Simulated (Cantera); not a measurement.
Feed: 1 mol BF3, 6.9 mol O2, 1.7 mol H2, held at 1125 K.

These are equilibrium values from Cantera (NASA tables, ideal gas, pure condensed phases), not measurements of a reactor. Candidate condensed phases: B, B2O3, B3O3H3, H2O; 43 gas species. Gases not in the tables: H3BO3. Rates play no part.

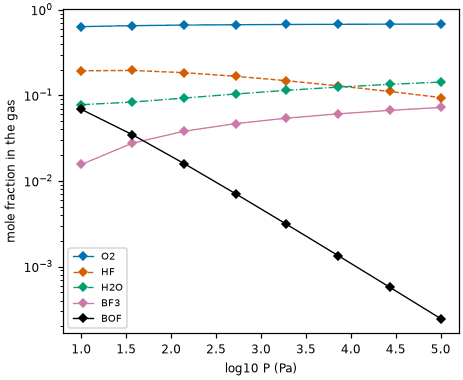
Fig. 1. Equilibrium gas composition (values under 1e-9 drawn at 1e-9)

From 10.0 Pa to 100000 Pa the condensed part is B2O3(l). The share of B in condensed phases is highest at 140 Pa (35.8 %) and lowest at 10.0 Pa (7.3 %).
